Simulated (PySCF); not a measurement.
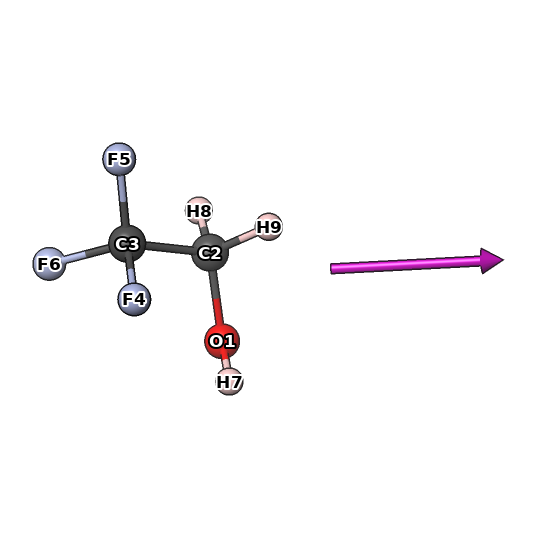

The arrow beside the molecule shows the direction of the dipole moment, from the negative to the positive end (its length means nothing). Computed geometry: GFN2-xTB optimisation. No frequency run is at hand to confirm it as a minimum. Properties computed with B3LYP/pcJ-1, gas phase (PySCF 2.14.0).

**Estimate the dipole moment.**

1.64 D; it points from the side of F6 to the side of H9 (the outermost atoms at the two ends).
